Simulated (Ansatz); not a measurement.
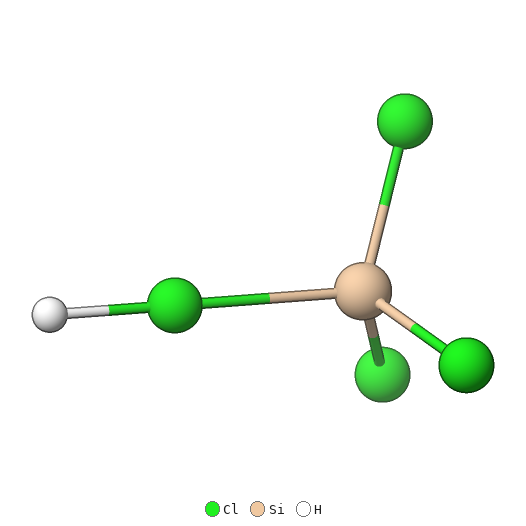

The species is neutral and a spin doublet. The computed structure is the end point of a PBE0-D4/def2-TZVP saddle-point search. Method: UHF-CCSD(T), frozen core/def2-TZVPP (Ansatz 0.2.0).

What does the calculation give?

The species is Cl4HSi.
- ⟨S²⟩ of the determinant: 0.803
- T1 diagnostic: 0.014
